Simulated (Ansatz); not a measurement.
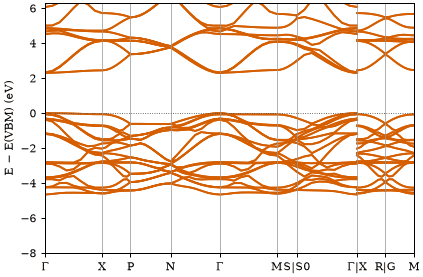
Figure: Band structure from DFT-r²SCAN with spin–orbit coupling in the program Ansatz with PAW potentials

### Question
Read off the gap and where the band edges lie.

### Answer
About 2.3 eV (2.29 eV by a search for the band edges); maximum at Γ, minimum at Γ.

The material is SrTiO3 in space group I4/mcm (No. 140; Sr on 4b, Ti on 4c, O on 8h, O on 4a).

The first step of the workflow began from a Materials Project structure, measured or hypothetical; the Crystallography Open Database files this formula in space group No. 140, but the cells were not matched. It is not the phase usual at ambient conditions (space group No. 221). The r²SCAN relaxation kept the symmetry of its start; whether a distortion lowers the energy is not shown. The run is not spin-polarised.

Potentials: the later of the program's two PAW sets.
